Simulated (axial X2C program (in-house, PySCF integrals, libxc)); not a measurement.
**ZrP⁻: from the state search to constants**

What are the state, bond length, wavenumber and bond energy of ZrP⁻, and what does spin–orbit coupling change?

Computed with an in-house X2C program for linear molecules on PySCF integrals. Level: all-electron X2C, Zr dyall-acv3z, P dyall-av3z.

All values are calculated.

**1. Set-up**

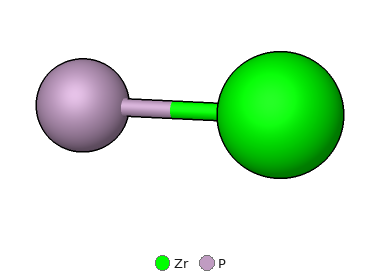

The two atoms at 2.290 Å (zirconium green, phosphorus pink).

Input file task.json:

```json
{
 "zs": [
  40,
  15
 ],
 "q": -1,
 "bas": [
  "dyall-acv3z",
  "dyall-av3z"
 ],
 "levels": [
  "PBE0",
  "HF",
  "PBEsol"
 ],
 "cc": true,
 "r0": 2.29,
 "thr": -1.0,
 "nmax": 90,
 "npts": 10,
 "nst": 2,
 "ntry": 6
}
```

Keys: zs atomic numbers; q charge; bas basis sets; levels methods (HF also brings MP2); cc coupled cluster on or off; r0 starting distance in Å; thr threshold in hartree for freezing inner shells (an s shell follows its p shell); nmax most natural virtual spinors; npts points asked for on the curve; nst determinants followed; ntry starts of the search.

Command:

```bash
> python so2c.py task.json out
```

Spin-free means the one-electron spin-free X2C Hamiltonian; two-component (2c) means X2C with spin–orbit coupling and atomic mean-field two-electron Coulomb and Gaunt terms. Basis: Zr dyall-acv3z contracted to [12s13p10d6f3g], P dyall-av3z contracted to [9s8p3d2f]; Gaussian nuclei, density fitting. Masses: Zr 89.905 u, P 30.974 u.

Notation: σ, π±, δ± give the projection m of an orbital's angular momentum (0, ±1, ±2), α and β its spin, Λ and M_S the sums; ω is the projection of a spinor's total angular momentum and Ω the sum. Logs are in hartree.

The results follow Hamiltonian by Hamiltonian and level by level.

**2. State search with PBE0**

PBE0 moves the distance from 2.290 Å to 2.197 Å and compares determinants there.

Spin-free determinants:

| ΔE (eV) | state | open shells |
| --- | --- | --- |
| 0.00 | M_S = 0, Λ = 0 | closed shell |
| 0.45 | M_S = 1, Λ = 2 | beyond closed shells: σα, δ+α |
| 0.84 | M_S = 1, Λ = 1 | beyond closed shells: σα, π+α |
| 0.86 | M_S = 0, Λ = 2 | beyond closed shells: σα, δ+β |
| 1.14 | M_S = 1, Λ = 0 | beyond closed shells: 2 × σα |
| 1.24 | M_S = 0, Λ = 1 | beyond closed shells: σα, π+β |

Two-component determinants:

```csv
ΔE (eV),state,open shells
0.00,Ω = 0,closed shell
0.41,Ω = 1,"excess of +ω over −ω: ω = -1/2, ω = 3/2"
0.48,Ω = 3,"excess of +ω over −ω: ω = 1/2, ω = 5/2"
0.86,Ω = 2,"excess of +ω over −ω: ω = 1/2, ω = 3/2"
0.89,Ω = 2,"excess of +ω over −ω: ω = -1/2, ω = 5/2"
1.14,Ω = 1,excess of +ω over −ω: 2 × ω = 1/2
1.79,Ω = 4,"excess of +ω over −ω: ω = 3/2, ω = 5/2"
```

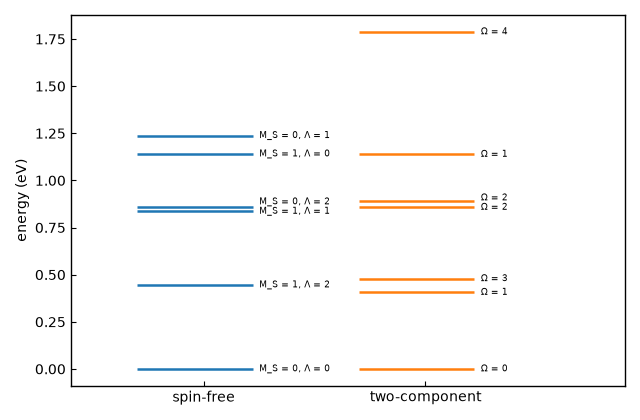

The determinants found, each set from its own lowest.

**3. PBE0, spin-free**

State followed: M_S = 0, Λ = 0 (closed shell). The scan is laid around 2.197 Å, a first estimate of the minimum, and this SCF restarts from the orbitals of the search.

Output at 2.197 Å:

```text
spin-free X2C-1e  PBE0
basis functions 232  fitting functions 1092  grid points 5079
iter        total energy     max residual
   1      -3940.130501023     2.79e-05
   2      -3940.130501029     2.82e-05
   3      -3940.130501031     4.14e-05
   4      -3940.130501047     1.47e-05
   5      -3940.130501048     4.94e-06
converged
one-electron -5738.96121936  Coulomb 1792.42936515  exact exchange -33.94075228  xc functional -104.17602225  nuclear repulsion 144.51812770
```

Along the bond, energies from the lowest point:

```
R (Å)  E (eV)  μ (D)  HOMO (eV)  LUMO (eV)  iterations
1.999  0.6151  -1.90      -0.18       1.71          48
2.065  0.2495  -2.32      -0.24       1.71          45
2.131  0.0564  -2.72      -0.30       1.71          45
2.197  0.0000  -3.10      -0.36       1.70           5
2.274  0.0682  -3.51      -0.41       1.70          41
2.351  0.2446  -3.91      -0.46       1.69          37
2.450  0.5829  -4.38      -0.52       1.68          40
```

Dipoles are positive if P is the positive end and refer to the centre of mass.

Outer orbitals at the reference distance:

| symmetry | occupied | ε (eV) | atomic character |
| --- | --- | --- | --- |
| π-α | yes | -29.88 | 98% Zr p |
| π+α | yes | -29.88 | 98% Zr p |
| σα | yes | -29.50 | 95% Zr p |
| σα | yes | -9.21 | 62% P s, 14% Zr d, 11% Zr p |
| σα | yes | -1.46 | 58% P p, 22% Zr d, 9% Zr s |
| π-α | yes | -1.31 | 49% P p, 39% Zr d, 5% Zr p |
| π+α | yes | -1.31 | 49% P p, 39% Zr d, 5% Zr p |
| σα | yes | -0.36 | 52% Zr s, 24% Zr d, 8% P p |
| σα | no | 1.70 | 89% Zr p, 7% Zr s |
| π+α | no | 1.75 | 97% Zr p |
| π-α | no | 1.75 | 97% Zr p |
| σα | no | 2.12 | 81% Zr s, 13% Zr p, 4% Zr d |

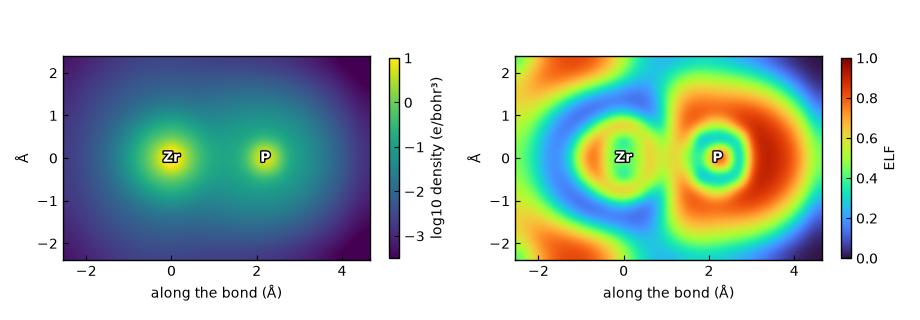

PBE0 fields in a plane through the axis, from a grid of 0.3 Å; Zr lies at z = 0 and P at z = 2.197 Å; the ELF is damped to zero where the density is low.

Re = 2.196 Å, ωe = 540 cm⁻¹, ωexe = 1.16 cm⁻¹, Be = 0.1518 cm⁻¹, De = 4.76 eV, μ = -3.09 D.

**4. HF, spin-free**

Output at 2.197 Å:

```text
spin-free X2C-1e  HF
basis functions 232  fitting functions 1092  grid points 5079
iter        total energy     max residual
   1      -3937.776735630     4.01e-01
   2      -3937.799698743     1.83e-02
   3      -3937.803617223     1.01e-01
   4      -3937.806006581     4.93e-03
   5      -3937.806181593     2.38e-03
   6      -3937.806239848     1.52e-03
   7      -3937.806243430     1.72e-04
   8      -3937.806244096     1.09e-04
   9      -3937.806244219     5.65e-05
  10      -3937.806244228     6.37e-06
  11      -3937.806244231     1.35e-05
  12      -3937.806244233     8.30e-06
  13      -3937.806244234     1.44e-06
converged
one-electron -5736.11174201  Coulomb 1789.58546878  exact exchange -135.79809870  xc functional 0.00000000  nuclear repulsion 144.51812770
```

Re = 2.195 Å, ωe = 567 cm⁻¹, ωexe = 0.934 cm⁻¹, Be = 0.1518 cm⁻¹, De = 1.39 eV, μ = -3.57 D.

**5. PBEsol, spin-free**

The SCF at the reference distance of 2.197 Å:

```text
spin-free X2C-1e  PBEsol
basis functions 232  fitting functions 1092  grid points 5079
iter        total energy     max residual
   1      -3937.375546899     1.98e-01
   2      -3937.378493571     1.28e-01
   3      -3937.381159745     1.64e-02
   4      -3937.381235954     6.54e-03
   5      -3937.381272905     3.38e-03
   6      -3937.381283116     1.89e-03
   7      -3937.381287359     9.20e-05
   8      -3937.381287445     8.98e-05
   9      -3937.381287460     1.80e-05
  10      -3937.381287462     1.51e-05
converged
one-electron -5739.02230056  Coulomb 1792.43617422  exact exchange 0.00000000  xc functional -135.31328882  nuclear repulsion 144.51812770
```

Re = 2.208 Å, ωe = 519 cm⁻¹, ωexe = 1.25 cm⁻¹, Be = 0.1501 cm⁻¹, De = 5.67 eV, μ = -2.91 D.

**6. Correlated methods, spin-free**

Correlated methods: 10 electrons correlated (frozen shells, counted by type: Zr 4 s, 3 p, 1 d; P 2 s, 1 p), 328 virtual spinors in MP2, 90 natural virtuals in coupled cluster.

Output of the correlated part at 2.197 Å:

```text
correlated 10  virtual 328  natural virtual 90  E(MP2) -0.293887555  MP2 remainder -0.016531846
iter   CCSD correlation   residual
   1     -0.254611799   2.96e-01
   2     -0.272003474   1.70e-01
   3     -0.276226905   5.79e-02
   4     -0.276879143   2.39e-02
   5     -0.277100910   1.05e-02
   6     -0.277064634   3.94e-03
   7     -0.277070130   1.58e-03
   8     -0.277090268   5.91e-04
   9     -0.277092649   2.28e-04
  10     -0.277092048   9.57e-05
  11     -0.277091761   4.03e-05
  12     -0.277091237   1.82e-05
  13     -0.277091492   9.62e-06
  14     -0.277091355   4.92e-06
  15     -0.277091439   2.71e-06
  16     -0.277091403   1.46e-06
  17     -0.277091408   7.41e-07
(T) -0.027393681  T1 0.0610  D1 0.0798  max T2 0.157
```

T1 in the output is the amplitude norm over the root of the electron number; divide by √2 for the Lee–Taylor value.

MP2: Re = 2.251 Å, ωe = 489 cm⁻¹, Be = 0.1445 cm⁻¹, De = 5.33 eV.

CCSD: Re = 2.224 Å, ωe = 530 cm⁻¹, ωexe = 1.11 cm⁻¹, Be = 0.148 cm⁻¹, De = 4.39 eV. T1 at Re = 0.045 (Lee–Taylor, the printed value over √2).

CCSD(T): Re = 2.251 Å, ωe = 494 cm⁻¹, ωexe = 1.35 cm⁻¹, Be = 0.1444 cm⁻¹, De = 4.91 eV. T1 at Re = 0.046 (Lee–Taylor, the printed value over √2).

**7. A higher determinant, spin-free**

State: M_S = 1, Λ = 2 (beyond closed shells: σα, δ+α).

Output at the reference distance:

```text
spin-free X2C-1e  PBE0
basis functions 232  fitting functions 1092  grid points 5079
iter        total energy     max residual
   1      -3940.114134721     4.75e-05
   2      -3940.114134850     4.93e-05
   3      -3940.114134916     2.54e-05
   4      -3940.114134949     3.35e-05
   5      -3940.114134965     9.08e-06
   6      -3940.114134970     7.07e-06
converged
one-electron -5741.31326127  Coulomb 1794.89199747  exact exchange -33.96709525  xc functional -104.24390361  nuclear repulsion 144.51812770
```

```csv
R (Å),E above the lowest PBE0 point (eV)
1.999,1.271
2.065,0.839
2.131,0.575
2.197,0.445
2.274,0.426
2.351,0.514
2.450,0.736
```

Re = 2.247 Å, ωe = 487 cm⁻¹, ωexe = 1.45 cm⁻¹, Be = 0.145 cm⁻¹, μ = -5.55 D. Te = 0.42 eV.

**8. The spin-free curves together**

Energy (eV) of the followed determinant, spin-free, from each level's lowest point:

| R (Å) | PBE0 | HF | MP2 | CCSD | CCSD(T) | PBEsol |
| --- | --- | --- | --- | --- | --- | --- |
| 1.999 | 0.615 | 0.658 | 0.910 | 0.786 | 0.915 | 0.653 |
| 2.065 | 0.249 | 0.268 | 0.448 | 0.356 | 0.453 | 0.279 |
| 2.131 | 0.056 | 0.060 | 0.166 | 0.106 | 0.169 | 0.073 |
| 2.197 | 0.000 | 0.000 | 0.026 | 0.000 | 0.027 | 0.000 |
| 2.274 | 0.068 | 0.077 | 0.000 | 0.019 | 0.000 | 0.044 |
| 2.351 | 0.245 | 0.276 | 0.083 | 0.155 | 0.085 | 0.193 |
| 2.450 | 0.583 | 0.663 | 0.298 | 0.453 | 0.310 | 0.489 |

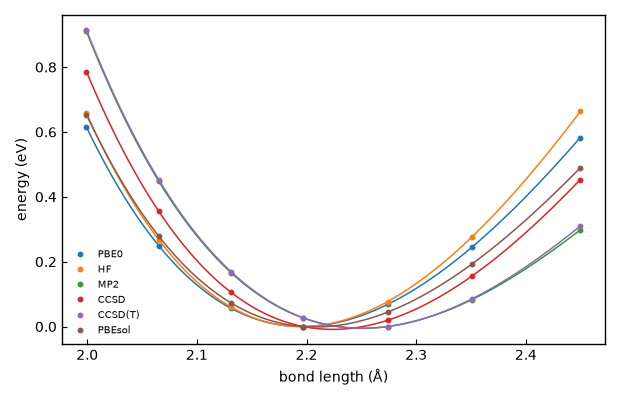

Curves of the followed state, spin-free, each from its own lowest point.

**9. PBE0, 2c**

State followed: Ω = 0 (closed shell). The scan is laid around 2.197 Å, a first estimate of the minimum, and this SCF restarts from the orbitals of the search.

The SCF at the reference distance of 2.197 Å:

```text
two-component X2C + atomic mean field  PBE0
basis functions 232  fitting functions 1092  grid points 5079
iter        total energy     max residual
   1      -3938.699506503     2.62e-05
   2      -3938.699506512     7.61e-06
converged
one-electron -5735.18078010  Coulomb 1791.66666876  exact exchange -33.92625329  xc functional -104.13202877  nuclear repulsion 144.51812770  atomic mean-field constant -1.64524082
```

Along the bond, energies from the lowest point:

| R (Å) | E (eV) | μ (D) | HOMO (eV) | LUMO (eV) | iterations |
| --- | --- | --- | --- | --- | --- |
| 1.999 | 0.6115 | -1.89 | -0.18 | 1.72 | 46 |
| 2.065 | 0.2472 | -2.31 | -0.24 | 1.72 | 44 |
| 2.131 | 0.0554 | -2.71 | -0.30 | 1.72 | 42 |
| 2.197 | 0.0000 | -3.09 | -0.35 | 1.71 | 2 |
| 2.274 | 0.0691 | -3.50 | -0.41 | 1.71 | 42 |
| 2.351 | 0.2462 | -3.90 | -0.46 | 1.70 | 42 |
| 2.450 | 0.5849 | -4.37 | -0.51 | 1.69 | 41 |

Dipoles are positive if P is the positive end and refer to the centre of mass.

Outer spinors at the reference distance:

| ω | occupied | ε (eV) | atomic character | λ mixture |
| --- | --- | --- | --- | --- |
| 1/2 | yes | -30.90 | 97% Zr p | 75% π, 25% σ |
| 3/2 | yes | -29.26 | 97% Zr p | 100% π |
| 1/2 | yes | -29.00 | 96% Zr p | 75% σ, 25% π |
| 1/2 | yes | -9.21 | 62% P s, 14% Zr d, 11% Zr p | 100% σ |
| 1/2 | yes | -1.46 | 58% P p, 22% Zr d, 9% Zr s | 100% σ |
| 1/2 | yes | -1.33 | 49% P p, 39% Zr d, 5% Zr p | 100% π |
| 3/2 | yes | -1.29 | 49% P p, 40% Zr d, 5% Zr p | 100% π |
| 1/2 | yes | -0.35 | 52% Zr s, 24% Zr d, 8% P p | 100% σ |
| 1/2 | no | 1.71 | 89% Zr p, 8% Zr s | 100% σ |
| 1/2 | no | 1.75 | 97% Zr p | 100% π |
| 3/2 | no | 1.75 | 98% Zr p | 100% π |
| 1/2 | no | 2.12 | 80% Zr s, 14% Zr p, 4% Zr d | 100% σ |

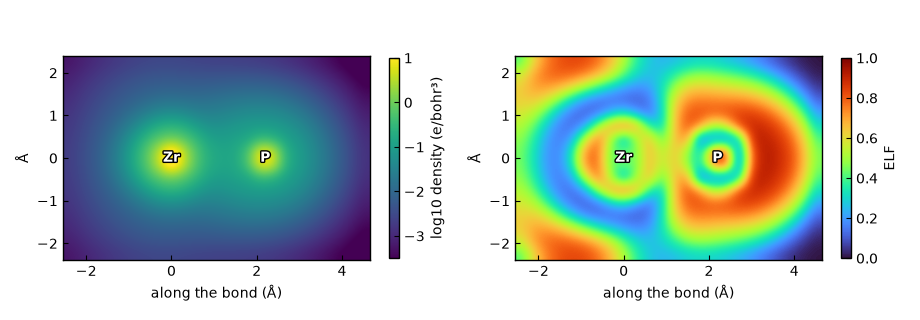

PBE0 fields in a plane through the axis, from a grid of 0.3 Å; Zr lies at z = 0 and P at z = 2.197 Å; the ELF is damped to zero where the density is low.

Re = 2.195 Å, ωe = 540 cm⁻¹, ωexe = 1.16 cm⁻¹, Be = 0.1518 cm⁻¹, De = 4.76 eV, μ = -3.08 D.

**10. HF, 2c**

The SCF at the reference distance of 2.197 Å:

```text
two-component X2C + atomic mean field  HF
basis functions 232  fitting functions 1092  grid points 5079
iter        total energy     max residual
   1      -3936.346237610     4.00e-01
   2      -3936.369193444     1.83e-02
   3      -3936.373115257     1.01e-01
   4      -3936.375507576     4.91e-03
   5      -3936.375682623     2.39e-03
   6      -3936.375740867     1.52e-03
   7      -3936.375744508     1.57e-04
   8      -3936.375745218     1.17e-04
   9      -3936.375745363     6.30e-05
  10      -3936.375745380     1.11e-05
  11      -3936.375745388     2.13e-05
  12      -3936.375745391     1.21e-05
  13      -3936.375745392     1.55e-06
converged
one-electron -5732.33047072  Coulomb 1788.82189246  exact exchange -135.74005401  xc functional 0.00000000  nuclear repulsion 144.51812770  atomic mean-field constant -1.64524082
```

Re = 2.195 Å, ωe = 567 cm⁻¹, ωexe = 0.948 cm⁻¹, Be = 0.1519 cm⁻¹, De = 1.35 eV, μ = -3.55 D.

**11. PBEsol, 2c**

Output at 2.197 Å:

```text
two-component X2C + atomic mean field  PBEsol
basis functions 232  fitting functions 1092  grid points 5079
iter        total energy     max residual
   1      -3935.945311911     1.98e-01
   2      -3935.948259156     1.28e-01
   3      -3935.950922777     1.62e-02
   4      -3935.950998051     6.56e-03
   5      -3935.951035794     3.40e-03
   6      -3935.951046159     1.90e-03
   7      -3935.951050390     9.27e-05
   8      -3935.951050477     8.83e-05
   9      -3935.951050491     1.70e-05
  10      -3935.951050493     1.56e-05
converged
one-electron -5735.23865831  Coulomb 1791.67018928  exact exchange 0.00000000  xc functional -135.25546834  nuclear repulsion 144.51812770  atomic mean-field constant -1.64524082
```

Re = 2.207 Å, ωe = 519 cm⁻¹, ωexe = 1.25 cm⁻¹, Be = 0.1502 cm⁻¹, De = 5.69 eV, μ = -2.90 D.

**12. Correlated methods, 2c**

Correlated methods: 10 electrons correlated (frozen shells, counted by type: Zr 4 s, 3 p, 1 d; P 2 s, 1 p), 328 virtual spinors in MP2, 90 natural virtuals in coupled cluster.

Output of the correlated part at 2.197 Å:

```text
correlated 10  virtual 328  natural virtual 90  E(MP2) -0.293904831  MP2 remainder -0.016528692
iter   CCSD correlation   residual
   1     -0.254603214   2.96e-01
   2     -0.271994935   1.69e-01
   3     -0.276214164   5.79e-02
   4     -0.276867956   2.39e-02
   5     -0.277089593   1.05e-02
   6     -0.277053473   3.93e-03
   7     -0.277058942   1.58e-03
   8     -0.277079095   5.96e-04
   9     -0.277081453   2.36e-04
  10     -0.277080894   1.05e-04
  11     -0.277080540   5.00e-05
  12     -0.277079937   2.62e-05
  13     -0.277080305   1.52e-05
  14     -0.277080111   8.42e-06
  15     -0.277080256   4.86e-06
  16     -0.277080197   2.80e-06
  17     -0.277080208   1.57e-06
(T) -0.027383816  T1 0.0610  D1 0.0806  max T2 0.158
```

MP2: Re = 2.250 Å, ωe = 490 cm⁻¹, Be = 0.1445 cm⁻¹, De = 5.31 eV.

CCSD: Re = 2.223 Å, ωe = 530 cm⁻¹, ωexe = 1.13 cm⁻¹, Be = 0.148 cm⁻¹, De = 4.38 eV. T1 at Re = 0.045 (Lee–Taylor, the printed value over √2).

CCSD(T): Re = 2.250 Å, ωe = 495 cm⁻¹, ωexe = 1.31 cm⁻¹, Be = 0.1445 cm⁻¹, De = 4.89 eV. T1 at Re = 0.046 (Lee–Taylor, the printed value over √2).

**13. A higher determinant, 2c**

State: Ω = 1 (excess of +ω over −ω: ω = -1/2, ω = 3/2).

Output at the reference distance:

```text
two-component X2C + atomic mean field  PBE0
basis functions 232  fitting functions 1092  grid points 5079
iter        total energy     max residual
   1      -3938.684593080     6.12e-05
   2      -3938.684593122     4.22e-05
   3      -3938.684593148     8.03e-05
   4      -3938.684593203     3.21e-05
   5      -3938.684593205     1.77e-05
converged
one-electron -5737.56072225  Coulomb 1794.15672109  exact exchange -33.95281470  xc functional -104.20066423  nuclear repulsion 144.51812770  atomic mean-field constant -1.64524082
```

```
R (Å)  E above the lowest PBE0 point (eV)
1.999                               1.231
2.065                               0.799
2.131                               0.535
2.197                               0.406
2.274                               0.387
2.351                               0.475
2.450                               0.696
```

Re = 2.247 Å, ωe = 487 cm⁻¹, ωexe = 1.45 cm⁻¹, Be = 0.145 cm⁻¹, μ = -5.55 D. Te = 0.38 eV.

**14. The 2c curves together**

Energy (eV) of the followed determinant, 2c, from each level's lowest point:

```
R (Å)   PBE0     HF    MP2   CCSD  CCSD(T)  PBEsol
1.999  0.611  0.654  0.905  0.782    0.910   0.650
2.065  0.247  0.265  0.445  0.353    0.450   0.277
2.131  0.055  0.059  0.164  0.105    0.167   0.072
2.197  0.000  0.000  0.025  0.000    0.026   0.000
2.274  0.069  0.078  0.000  0.020    0.000   0.045
2.351  0.246  0.278  0.084  0.157    0.086   0.194
2.450  0.585  0.665  0.305  0.455    0.312   0.491
```

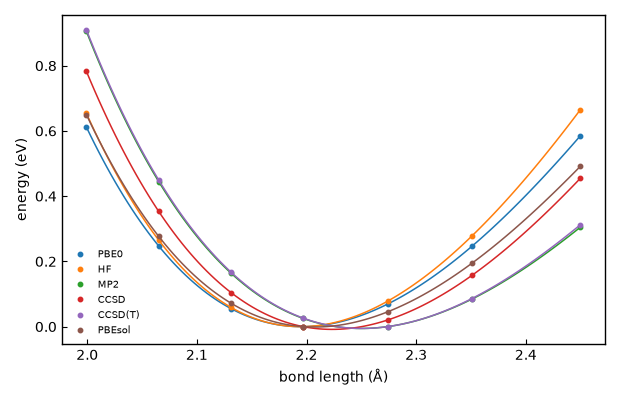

Curves of the followed state, 2c, each from its own lowest point.

The whole job took 4.8 min on 1 thread of Arm Neoverse V1, shared host; peak memory 0.71 GiB.

**15. Results**

Lowest determinant that the search found at its distance, spin-free: M_S = 0, Λ = 0 (closed shell).

Lowest determinant that the search found at its distance, 2c: Ω = 0 (closed shell).

| Hamiltonian | level | Re (Å) | ωe (cm⁻¹) | De (eV) | μ (D) |
| --- | --- | --- | --- | --- | --- |
| spin-free | PBE0 | 2.196 | 540 | 4.76 | -3.09 |
| spin-free | HF | 2.195 | 567 | 1.39 | -3.57 |
| spin-free | MP2 | 2.251 | 489 | 5.33 | n/a |
| spin-free | CCSD | 2.224 | 530 | 4.39 | n/a |
| spin-free | CCSD(T) | 2.251 | 494 | 4.91 | n/a |
| spin-free | PBEsol | 2.208 | 519 | 5.67 | -2.91 |
| 2c | PBE0 | 2.195 | 540 | 4.76 | -3.08 |
| 2c | HF | 2.195 | 567 | 1.35 | -3.55 |
| 2c | MP2 | 2.250 | 490 | 5.31 | n/a |
| 2c | CCSD | 2.223 | 530 | 4.38 | n/a |
| 2c | CCSD(T) | 2.250 | 495 | 4.89 | n/a |
| 2c | PBEsol | 2.207 | 519 | 5.69 | -2.90 |

Dipoles are positive if P is the positive end and refer to the centre of mass.

Time per point (s) on 1 thread of Arm Neoverse V1, shared host (2c runs; CCSD comes with the CCSD(T) run); the times are rough: PBE0 2.1, HF 1.6, MP2 2, CCSD(T) 5.6, PBEsol 1.1.

What this shows: At CCSD(T), going from spin-free to two-component changes Re by -1 mÅ, ωe by 0.0 %, which is small (part of it comes from the scalar share of the two-electron terms). De moves by -0.02 eV; both De rest on single-determinant atoms, which can miss part of an open shell's spin–orbit lowering.

De refers to Zr + P-; at HF, spin-free, to Zr- + P; at HF, two-component, to Zr- + P, each in the lowest determinant found, which need not be this curve's own limit. Each curve is one determinant whose occupation by symmetry is held fixed; it was picked as the lowest of a PBE0 search that is not exhaustive. Closed shells are restricted here (equal orbitals for both partners), which fails at long range if the bond breaks into open shells. Dissociation energies refer to the lowest single-determinant-based atoms at the same level and basis. Coupled cluster ran in a truncated set of natural virtual spinors; the MP2 energy of the rest was added. With the outer-core shells frozen, correlated bond lengths of heavy atoms tend to come out a few hundredths of an ångström too long. T1 at Re is 0.046 (Lee–Taylor), above the customary mark of 0.02.
